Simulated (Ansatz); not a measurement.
# Cu+ with CH4O: structure and interaction energy, part 1 of 3

How do Cu+ and CH4O sit together, how strongly do they interact, and which methods get it right?

Method: PBE0-D4 structure, single points in def2-TZVPPD; program: Ansatz 0.2.0, Gaussian basis.

Levels: PBE-D4, revPBE-D4, BLYP-D4, r2SCAN-D4, B97M-V, PBE0-D4, B3LYP-D4, HSE06-D4, wB97X-V, wB97M-V, B2PLYP, Hartree-Fock, MP2, CCSD, CCSD(T). The reference is CCSD(T) extrapolated to the basis limit. For elements past Ar these valence bases correlate outer-core shells poorly and lack relativity, so that limit is rough.

Correlated methods freeze the cores. The 3s and 3p shells of Cu and Zn are frozen; filled d shells are correlated. B3LYP uses VWN-RPA correlation. B2PLYP carries no dispersion term here.

163 further runs of the same task are left out: 163 set aside as unsound or not needed. Runs told in other sessions of the task aren't counted.

## Step 1: Where the work starts

The pair, from a GFN2-xTB docking trial: 7 atoms, charge 1, spin multiplicity 1.

Atoms are counted from 1 here; the program's logs count them from 0.

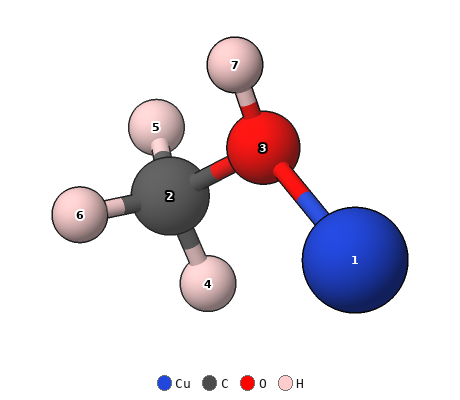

Start geometry, drawn with copper blue, carbon dark grey, oxygen red, hydrogen pink; atoms are numbered from 1 in the order of the file.

Geometry (Å):

```tsv
atom	x (Å)	y (Å)	z (Å)
Cu1	0.70300	-0.92000	-2.08840
C2	-0.44510	0.34750	0.36550
O3	0.72790	-0.23320	-0.24700
H4	-0.92420	0.97540	-0.38260
H5	-0.14150	0.96590	1.21000
H6	-1.13710	-0.42620	0.70210
H7	1.21700	-0.70940	0.44050
```

Atoms 1 to 1 are fragment A (Cu+), the rest fragment B (CH4O).

## Step 2: A first relaxation in a small basis

pre/in.yaml reads:

```yaml
crystal:
  periodic: [false, false, false]
  atoms:
    - {symbol: Cu, position_ang: [0.703000, -0.920000, -2.088400]}
    - {symbol: C, position_ang: [-0.445100, 0.347500, 0.365500]}
    - {symbol: O, position_ang: [0.727900, -0.233200, -0.247000]}
    - {symbol: H, position_ang: [-0.924200, 0.975400, -0.382600]}
    - {symbol: H, position_ang: [-0.141500, 0.965900, 1.210000]}
    - {symbol: H, position_ang: [-1.137100, -0.426200, 0.702100]}
    - {symbol: H, position_ang: [1.217000, -0.709400, 0.440500]}
basis:
  gaussian: {orbitals: def2-SVP}
total_charge: 1
hamiltonian: {xc: pbe, dispersion: d4}
relax: {f_tol: 0.03, max_steps: 250}
```

Launch:

```
> ansatz run in.yaml --threads 4 --pin off --events-out ev --progress --plain --max-ram 9574MiB
```

The log of the run, shortened:

```text
Functional definition: PBE
  name "PBE"
  cite "Perdew, Burke & Ernzerhof, Phys. Rev. Lett. 77, 3865 (1996) doi:10.1103/PhysRevLett.77.3865"
  parent pbe
[...]
917 factors; their error is unknown
[...]
mean field -47763.33576527 eV, -1755.2702142218 hartree, gradient 1.9e-5 eV, S^2 0.000000; 0 other end points of the search recorded, 0 dependent functions left out
[...]
reference -47763.33583065 eV, -1755.2702166244 hartree; 23, 23 occupied and 56, 56 virtual orbitals, 917 factors
relax step   1: F+E_penalty+E_count = -47763.41656723 eV  Δ(F+E_penalty+E_count) = +0.000e0 eV  max|allowed force component| = 7.417e-1 eV/Å  Δτ_max = 0.0000 Å  (49 SCF iters, accepted)
[...]
Total energy: -47763.45848773 eV, -1755.2747241893 hartree
Atom 0 at     0.734371    -0.920324    -2.054305 Å, force     0.008129    -0.001184    -0.002321 eV/Å
Atom 1 at    -0.462033     0.349275     0.369355 Å, force    -0.001825     0.000655     0.005671 eV/Å
Atom 2 at     0.706025    -0.256914    -0.265834 Å, force    -0.005766    -0.008862    -0.004885 eV/Å
Atom 3 at    -0.939504     0.998167    -0.385878 Å, force     0.000175     0.001022     0.001680 eV/Å
Atom 4 at    -0.122538     0.971284     1.219469 Å, force     0.004117    -0.002963    -0.000830 eV/Å
Atom 5 at    -1.170806    -0.429794     0.712541 Å, force    -0.001642     0.002342     0.002044 eV/Å
Atom 6 at     1.254485    -0.711695     0.404751 Å, force    -0.003188     0.008991    -0.001358 eV/Å
Dipole moment:     0.024940    -0.157378     0.024103 e Å
```

Run time: 7.5 s. Hardware: 4 threads of Arm Neoverse N1, shared host.

The steps of the relaxation:

```tsv
step	energy from step 1 (eV)	largest force component (eV/Å)
1	0.0000	0.7417
2	-0.0313	0.3776
3	-0.0414	0.0557
4	-0.0411	0.0838
5	-0.0419	0.0090
```

Close pairs (by a distance rule), those that changed most:

```tsv
bond	before (Å)	after (Å)	change (Å)
Cu1–O3	1.965	1.908	-0.058
C2–H5	1.090	1.107	+0.017
C2–H6	1.091	1.108	+0.017
C2–H4	1.088	1.104	+0.016
C2–O3	1.445	1.461	+0.016
O3–H7	0.969	0.978	+0.010
```

## Step 3: Relaxation at PBE0-D4

relax/in.yaml reads:

```yaml
crystal:
  periodic: [false, false, false]
  atoms:
    - {symbol: Cu, position_ang: [0.734371, -0.920324, -2.054305]}
    - {symbol: C, position_ang: [-0.462033, 0.349275, 0.369355]}
    - {symbol: O, position_ang: [0.706025, -0.256914, -0.265834]}
    - {symbol: H, position_ang: [-0.939504, 0.998167, -0.385878]}
    - {symbol: H, position_ang: [-0.122538, 0.971284, 1.219469]}
    - {symbol: H, position_ang: [-1.170806, -0.429794, 0.712541]}
    - {symbol: H, position_ang: [1.254485, -0.711695, 0.404751]}
basis:
  gaussian: {orbitals: def2-TZVP}
total_charge: 1
hamiltonian: {xc: pbe0, dispersion: d4}
relax: {f_tol: 0.005, max_steps: 200}
```

Launch:

```
> ansatz run in.yaml --threads 4 --pin off --events-out ev --progress --plain --max-ram 9574MiB
```

The log of the run:

```text
Functional definition: PBE0
  name "PBE0"
  cite "Adamo & Barone, J. Chem. Phys. 110, 6158 (1999) doi:10.1063/1.478522"
[... 2 set-up lines as earlier in the session ...]
  parameter a = 0.25
  parameter kappa = 0.804
  parameter beta = 0.06672455060314922
  exchange = (1 - a)*pbe_x(kappa = kappa, mu = beta*pi^2/3) + a*exact_x
  correlation = pbe_c(beta = beta)
1049 factors; their error is unknown
mean field evaluation 1: about -47751.3385 eV, gradient 1.5e2 eV
mean field evaluation 2: about -47035.2141 eV, gradient 6.4e2 eV
mean field evaluation 4: about -47769.1133 eV, gradient 5.8e1 eV
mean field evaluation 8: about -47774.0686 eV, gradient 2.4e-1 eV
mean field evaluation 16: about -47774.1041 eV, gradient 7.2e-4 eV
mean field -47774.10410088 eV, -1755.6659432564 hartree, gradient 1.3e-5 eV, S^2 0.000000; 0 other end points of the search recorded, 0 dependent functions left out
the calculation of the forces begins
reference -47774.10413054 eV, -1755.6659443467 hartree; 23, 23 occupied and 108, 108 virtual orbitals, 1049 factors
relax step   1: F+E_penalty+E_count = -47774.17096783 eV  Δ(F+E_penalty+E_count) = +0.000e0 eV  max|allowed force component| = 7.344e-1 eV/Å  Δτ_max = 0.0000 Å  (30 SCF iters, accepted)
these checks for a lower state are left out or cut short: starts, cluster_reference, orbital_swaps, neighbouring_geometries, increment
1049 factors; their error is unknown
mean field -47774.12792613 eV, -1755.6668188183 hartree, gradient 1.1e-5 eV, S^2 0.000000; 0 other end points of the search recorded, 0 dependent functions left out
the calculation of the forces begins
reference -47774.12795582 eV, -1755.6668199093 hartree; 23, 23 occupied and 108, 108 virtual orbitals, 1049 factors
relax step   2: F+E_penalty+E_count = -47774.19480417 eV  Δ(F+E_penalty+E_count) = -2.384e-2 eV  max|allowed force component| = 2.762e-1 eV/Å  Δτ_max = 0.0175 Å  (35 SCF iters, accepted)
these checks for a lower state are left out or cut short: starts, cluster_reference, orbital_swaps, neighbouring_geometries, increment
1049 factors; their error is unknown
mean field evaluation 32: about -47774.1317 eV, gradient 4.2e-3 eV
mean field -47774.13166369 eV, -1755.6669561712 hartree, gradient 1.2e-5 eV, S^2 0.000000; 0 other end points of the search recorded, 0 dependent functions left out
the calculation of the forces begins
reference -47774.13169342 eV, -1755.6669572636 hartree; 23, 23 occupied and 108, 108 virtual orbitals, 1049 factors
relax step   3: F+E_penalty+E_count = -47774.19847421 eV  Δ(F+E_penalty+E_count) = -3.670e-3 eV  max|allowed force component| = 5.159e-2 eV/Å  Δτ_max = 0.0171 Å  (35 SCF iters, accepted)
these checks for a lower state are left out or cut short: starts, cluster_reference, orbital_swaps, neighbouring_geometries, increment
1049 factors; their error is unknown
mean field -47774.13244872 eV, -1755.6669850206 hartree, gradient 1.1e-5 eV, S^2 0.000000; 0 other end points of the search recorded, 0 dependent functions left out
the calculation of the forces begins
reference -47774.13247848 eV, -1755.6669861143 hartree; 23, 23 occupied and 108, 108 virtual orbitals, 1049 factors
relax step   4: F+E_penalty+E_count = -47774.19918860 eV  Δ(F+E_penalty+E_count) = -7.144e-4 eV  max|allowed force component| = 3.236e-2 eV/Å  Δτ_max = 0.0166 Å  (34 SCF iters, accepted)
these checks for a lower state are left out or cut short: starts, cluster_reference, orbital_swaps, neighbouring_geometries, increment
1049 factors; their error is unknown
mean field -47774.13237746 eV, -1755.6669824016 hartree, gradient 1.2e-5 eV, S^2 0.000000; 0 other end points of the search recorded, 0 dependent functions left out
the calculation of the forces begins
reference -47774.13240726 eV, -1755.6669834968 hartree; 23, 23 occupied and 108, 108 virtual orbitals, 1049 factors
relax step   5: F+E_penalty+E_count = -47774.19903386 eV  Δ(F+E_penalty+E_count) = +1.547e-4 eV  max|allowed force component| = 7.211e-2 eV/Å  Δτ_max = 0.0288 Å  (35 SCF iters, rejected (line search))
these checks for a lower state are left out or cut short: starts, cluster_reference, orbital_swaps, neighbouring_geometries, increment
1049 factors; their error is unknown
mean field -47774.13281223 eV, -1755.6669983793 hartree, gradient 1.1e-5 eV, S^2 0.000000; 0 other end points of the search recorded, 0 dependent functions left out
the calculation of the forces begins
reference -47774.13284202 eV, -1755.6669994738 hartree; 23, 23 occupied and 108, 108 virtual orbitals, 1049 factors
relax step   6: F+E_penalty+E_count = -47774.19950967 eV  Δ(F+E_penalty+E_count) = -3.211e-4 eV  max|allowed force component| = 7.555e-3 eV/Å  Δτ_max = 0.0142 Å  (34 SCF iters, accepted)
these checks for a lower state are left out or cut short: starts, cluster_reference, orbital_swaps, neighbouring_geometries, increment
1049 factors; their error is unknown
mean field -47774.13305777 eV, -1755.6670074026 hartree, gradient 1.1e-5 eV, S^2 0.000000; 0 other end points of the search recorded, 0 dependent functions left out
the calculation of the forces begins
reference -47774.13308758 eV, -1755.6670084980 hartree; 23, 23 occupied and 108, 108 virtual orbitals, 1049 factors
relax step   7: F+E_penalty+E_count = -47774.19970516 eV  Δ(F+E_penalty+E_count) = -1.955e-4 eV  max|allowed force component| = 8.273e-3 eV/Å  Δτ_max = 0.0222 Å  (34 SCF iters, accepted)
these checks for a lower state are left out or cut short: starts, cluster_reference, orbital_swaps, neighbouring_geometries, increment
1049 factors; their error is unknown
mean field evaluation 64: about -47774.0971 eV, gradient 2.8e-3 eV
mean field -47774.13208680 eV, -1755.6669717200 hartree, gradient 1.0e-5 eV, S^2 0.000000; 0 other end points of the search recorded, 0 dependent functions left out
the calculation of the forces begins
reference -47774.13211658 eV, -1755.6669728147 hartree; 23, 23 occupied and 108, 108 virtual orbitals, 1049 factors
relax step   8: F+E_penalty+E_count = -47774.19879227 eV  Δ(F+E_penalty+E_count) = +9.129e-4 eV  max|allowed force component| = 1.048e-1 eV/Å  Δτ_max = 0.0181 Å  (35 SCF iters, rejected (line search))
these checks for a lower state are left out or cut short: starts, cluster_reference, orbital_swaps, neighbouring_geometries, increment
1049 factors; their error is unknown
mean field -47774.13314270 eV, -1755.6670105239 hartree, gradient 1.0e-5 eV, S^2 0.000000; 0 other end points of the search recorded, 0 dependent functions left out
the calculation of the forces begins
reference -47774.13317251 eV, -1755.6670116192 hartree; 23, 23 occupied and 108, 108 virtual orbitals, 1049 factors
relax step   9: F+E_penalty+E_count = -47774.19979058 eV  Δ(F+E_penalty+E_count) = -8.542e-5 eV  max|allowed force component| = 3.675e-3 eV/Å  Δτ_max = 0.0090 Å  (34 SCF iters, accepted)
these checks for a lower state are left out or cut short: starts, cluster_reference, orbital_swaps, neighbouring_geometries, increment
1049 factors; their error is unknown
mean field -47774.13325137 eV, -1755.6670145173 hartree, gradient 1.1e-5 eV, S^2 0.000000; 0 other end points of the search recorded, 0 dependent functions left out
the calculation of the forces begins
reference -47774.13328118 eV, -1755.6670156128 hartree; 23, 23 occupied and 108, 108 virtual orbitals, 1049 factors
relax step  10: F+E_penalty+E_count = -47774.19988099 eV  Δ(F+E_penalty+E_count) = -9.041e-5 eV  max|allowed force component| = 6.204e-3 eV/Å  Δτ_max = 0.0260 Å  (35 SCF iters, accepted)
these checks for a lower state are left out or cut short: starts, cluster_reference, orbital_swaps, neighbouring_geometries, increment
1049 factors; their error is unknown
mean field -47774.13325810 eV, -1755.6670147645 hartree, gradient 1.0e-5 eV, S^2 0.000000; 0 other end points of the search recorded, 0 dependent functions left out
the calculation of the forces begins
reference -47774.13328791 eV, -1755.6670158601 hartree; 23, 23 occupied and 108, 108 virtual orbitals, 1049 factors
relax step  11: F+E_penalty+E_count = -47774.19988392 eV  Δ(F+E_penalty+E_count) = -2.931e-6 eV  max|allowed force component| = 2.663e-3 eV/Å  Δτ_max = 0.0035 Å  (36 SCF iters, accepted)
1049 factors; their error is unknown
mean field evaluation 96: about -47774.1333 eV, gradient 1.0e-5 eV
mean field -47774.13325810 eV, -1755.6670147645 hartree, gradient 1.0e-5 eV, S^2 0.000000; 1 other end points of the search recorded, 0 dependent functions left out
the calculation of the forces begins
reference -47774.13328791 eV, -1755.6670158601 hartree; 23, 23 occupied and 108, 108 virtual orbitals, 1049 factors
Total energy: -47774.19991373 eV, -1755.6694643138 hartree
Atom 0 at     0.807718    -0.855789    -2.098817 Å, force    -0.000205     0.000475     0.001415 eV/Å
Atom 1 at    -0.467926     0.348607     0.379143 Å, force     0.002360     0.002663    -0.000256 eV/Å
Atom 2 at     0.654793    -0.318048    -0.256034 Å, force    -0.002051    -0.002051    -0.001338 eV/Å
Atom 3 at    -0.959085     0.946701    -0.384001 Å, force    -0.000784     0.000691    -0.000472 eV/Å
Atom 4 at    -0.088962     1.001591     1.163826 Å, force    -0.000287     0.000110     0.000457 eV/Å
Atom 5 at    -1.157788    -0.390694     0.784542 Å, force     0.001538    -0.002364    -0.000741 eV/Å
Atom 6 at     1.211249    -0.732369     0.411439 Å, force    -0.000571     0.000477     0.000935 eV/Å
Dipole moment:     0.047991    -0.119369     0.009146 e Å
```

It took 29 s on 4 threads of Arm Neoverse N1, shared host.

Relaxation path:

```tsv
step	energy from step 1 (eV)	largest force component (eV/Å)
1	0.0000	0.7344
2	-0.0238	0.2762
3	-0.0275	0.0516
4	-0.0282	0.0324
5	-0.0281	0.0721
6	-0.0285	0.0076
7	-0.0287	0.0083
8	-0.0278	0.1048
9	-0.0288	0.0037
10	-0.0289	0.0062
11	-0.0289	0.0027
```

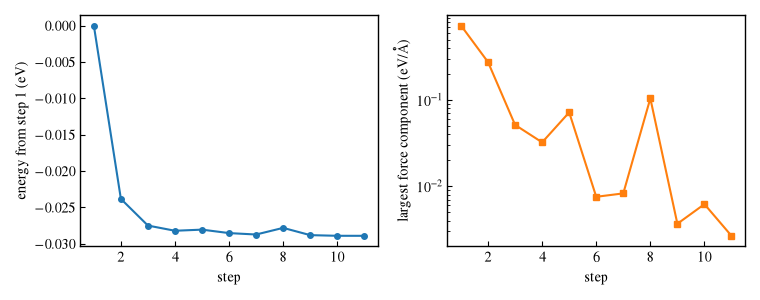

Energy and force, step by step.

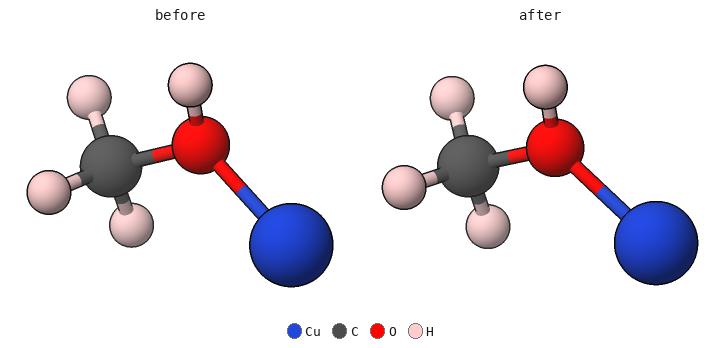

Before and after, at one scale.

Close pairs (by a distance rule), those that changed most:

```tsv
bond	before (Å)	after (Å)	change (Å)
C2–H6	1.108	1.089	-0.018
Cu1–O3	1.908	1.926	+0.018
C2–H5	1.107	1.089	-0.018
C2–H4	1.104	1.087	-0.017
O3–H7	0.978	0.963	-0.016
C2–O3	1.461	1.452	-0.009
```

The shortest distance between the fragments is Cu1–O3, 1.93 Å.

Counterpoise needs three runs a level at this geometry: the pair (ab), and each fragment in the basis of the whole pair, with ghost atoms in place of the other (a, b).

## Step 4: wB97X-V/def2-TZVPPD

ab/in.yaml reads:

```yaml
crystal:
  periodic: [false, false, false]
  atoms:
    - {symbol: Cu, position_ang: [0.807718, -0.855789, -2.098817]}
    - {symbol: C, position_ang: [-0.467926, 0.348607, 0.379143]}
    - {symbol: O, position_ang: [0.654793, -0.318048, -0.256034]}
    - {symbol: H, position_ang: [-0.959085, 0.946701, -0.384001]}
    - {symbol: H, position_ang: [-0.088962, 1.001591, 1.163826]}
    - {symbol: H, position_ang: [-1.157788, -0.390694, 0.784542]}
    - {symbol: H, position_ang: [1.211249, -0.732369, 0.411439]}
basis:
  gaussian: {orbitals: "def2-TZVPPD.json"}
total_charge: 1
hamiltonian: {xc: {name: wB97X-V}}
```

a/in.yaml reads:

```yaml
crystal:
  periodic: [false, false, false]
  atoms:
    - {symbol: Cu, position_ang: [0.807718, -0.855789, -2.098817]}
basis:
  gaussian:
    orbitals: "def2-TZVPPD.json"
    ghost_atoms:
      - {symbol: C, position_ang: [-0.467926, 0.348607, 0.379143]}
      - {symbol: O, position_ang: [0.654793, -0.318048, -0.256034]}
      - {symbol: H, position_ang: [-0.959085, 0.946701, -0.384001]}
      - {symbol: H, position_ang: [-0.088962, 1.001591, 1.163826]}
      - {symbol: H, position_ang: [-1.157788, -0.390694, 0.784542]}
      - {symbol: H, position_ang: [1.211249, -0.732369, 0.411439]}
total_charge: 1
hamiltonian: {xc: {name: wB97X-V}}
```

b/in.yaml reads:

```yaml
crystal:
  periodic: [false, false, false]
  atoms:
    - {symbol: C, position_ang: [-0.467926, 0.348607, 0.379143]}
    - {symbol: O, position_ang: [0.654793, -0.318048, -0.256034]}
    - {symbol: H, position_ang: [-0.959085, 0.946701, -0.384001]}
    - {symbol: H, position_ang: [-0.088962, 1.001591, 1.163826]}
    - {symbol: H, position_ang: [-1.157788, -0.390694, 0.784542]}
    - {symbol: H, position_ang: [1.211249, -0.732369, 0.411439]}
basis:
  gaussian:
    orbitals: "def2-TZVPPD.json"
    ghost_atoms:
      - {symbol: Cu, position_ang: [0.807718, -0.855789, -2.098817]}
hamiltonian: {xc: {name: wB97X-V}}
```

The basis file named in the input lies beside it (Basis Set Exchange, JSON).

The same command starts each run, in its folder.

Launch:

```
> ansatz run in.yaml --threads 4 --pin off --events-out ev --progress --plain --max-ram 9574MiB
```

Output in ab, shortened:

```text
Functional definition: wB97X-V
  name "wB97X-V"
  cite "Mardirossian & Head-Gordon, Phys. Chem. Chem. Phys. 16, 9904 (2014) doi:10.1039/C3CP54374A"
  cite "Becke, J. Chem. Phys. 107, 8554 (1997) doi:10.1063/1.475007"
  cite "Vydrov & Van Voorhis, J. Chem. Phys. 133, 244103 (2010) doi:10.1063/1.3521275"
[...]
      + integral(e_c_pw_opposite_spin*poly(b97_u_opposite, cos0, cos1)) + vv10(b, c)
1147 factors; their error is unknown
278 factors; integrals over basis functions are off by at most 2.5e-5 eV
[...]
mean field -47779.16952460 eV, -1755.8520941449 hartree, gradient 7.3e-5 eV, S^2 0.000000; 0 other end points of the search recorded, 0 dependent functions left out
reference -47779.16952240 eV, -1755.8520940639 hartree; 23, 23 occupied and 189, 189 virtual orbitals, 1147 factors
Total energy: -47779.16952240 eV, -1755.8520940639 hartree
```

a printed, shortened:

```text
[... 5 set-up lines as earlier in the session ...]
[...]
      + integral(e_c_pw_opposite_spin*poly(b97_u_opposite, cos0, cos1)) + vv10(b, c)
1099 factors; their error is unknown
276 factors; integrals over basis functions are off by at most 3.1e-5 eV
[...]
mean field -44627.94555544 eV, -1640.0467492543 hartree, gradient 3.8e-5 eV, S^2 0.000000; 0 other end points of the search recorded, 0 dependent functions left out
reference -44627.94555377 eV, -1640.0467491931 hartree; 14, 14 occupied and 198, 198 virtual orbitals, 1099 factors
Total energy: -44627.94555377 eV, -1640.0467491931 hartree
```

b printed, shortened:

```text
[... 5 set-up lines as earlier in the session ...]
[...]
      + integral(e_c_pw_opposite_spin*poly(b97_u_opposite, cos0, cos1)) + vv10(b, c)
1026 factors; their error is unknown
254 factors; integrals over basis functions are off by at most 3.7e-5 eV
[...]
mean field -3149.26013662 eV, -115.7331753756 hartree, gradient 3.4e-5 eV, S^2 0.000000; 0 other end points of the search recorded, 0 dependent functions left out
reference -3149.26013478 eV, -115.7331753080 hartree; 9, 9 occupied and 203, 203 virtual orbitals, 1026 factors
Total energy: -3149.26013478 eV, -115.7331753080 hartree
```

They took 8.5 s (ab), 7 s (a), 6 s (b) on 4 threads of Arm Neoverse N1, shared host.

Interaction energy, ab − a − b: -45.29 kcal/mol.

## Step 5: wB97M-V/def2-TZVPPD

Each input of step 4 (ab, a, b) changes in the same lines:

```diff
-hamiltonian: {xc: {name: wB97X-V}}
+hamiltonian: {xc: {name: wB97M-V}}
```

One command serves all of them, each in its own folder.

Launch:

```
> ansatz run in.yaml --threads 4 --pin off --events-out ev --progress --plain --max-ram 9574MiB
```

ab printed, shortened:

```text
Functional definition: wB97M-V
  name "wB97M-V"
  cite "Mardirossian & Head-Gordon, J. Chem. Phys. 144, 214110 (2016) doi:10.1063/1.4952647"
[... 2 set-up lines as earlier in the session ...]
  # Of w^i u^j: cxij and so on, Table III.
[...]
  gx(w, u) = 1 - cx + cx01*u + cx10*w
[...]
      + integral(e_c_pw_mod_opposite_spin*gos(b97_w_opposite, b97_u_opposite)) + vv10(b, c)
1147 factors; their error is unknown
278 factors; integrals over basis functions are off by at most 2.5e-5 eV
[...]
mean field -47780.75047979 eV, -1755.9101931763 hartree, gradient 5.1e-5 eV, S^2 0.000000; 0 other end points of the search recorded, 0 dependent functions left out
reference -47780.75053415 eV, -1755.9101951741 hartree; 23, 23 occupied and 189, 189 virtual orbitals, 1147 factors
Total energy: -47780.75053415 eV, -1755.9101951741 hartree
```

a printed, shortened:

```text
[... 5 set-up lines as earlier in the session ...]
  # Of w^i u^j: cxij and so on, Table III.
[...]
  gx(w, u) = 1 - cx + cx01*u + cx10*w
[...]
      + integral(e_c_pw_mod_opposite_spin*gos(b97_w_opposite, b97_u_opposite)) + vv10(b, c)
1099 factors; their error is unknown
276 factors; integrals over basis functions are off by at most 3.1e-5 eV
[...]
mean field -44629.94044999 eV, -1640.1200602768 hartree, gradient 4.6e-5 eV, S^2 0.000000; 0 other end points of the search recorded, 0 dependent functions left out
reference -44629.94048953 eV, -1640.1200617300 hartree; 14, 14 occupied and 198, 198 virtual orbitals, 1099 factors
Total energy: -44629.94048953 eV, -1640.1200617300 hartree
```

b printed, shortened:

```text
[... 5 set-up lines as earlier in the session ...]
  # Of w^i u^j: cxij and so on, Table III.
[...]
  gx(w, u) = 1 - cx + cx01*u + cx10*w
[...]
      + integral(e_c_pw_mod_opposite_spin*gos(b97_w_opposite, b97_u_opposite)) + vv10(b, c)
1026 factors; their error is unknown
254 factors; integrals over basis functions are off by at most 3.7e-5 eV
[...]
mean field -3148.86374614 eV, -115.7186082943 hartree, gradient 3.7e-5 eV, S^2 0.000000; 0 other end points of the search recorded, 0 dependent functions left out
reference -3148.86379298 eV, -115.7186100156 hartree; 9, 9 occupied and 203, 203 virtual orbitals, 1026 factors
Total energy: -3148.86379298 eV, -115.7186100156 hartree
```

They took 12 s (ab), 8 s (a), 6.5 s (b) on 4 threads of Arm Neoverse N1, shared host; peak memory 0.49 GiB.

E(ab) − E(a) − E(b) = -44.88 kcal/mol.

(Continued in part 2 of 3.)
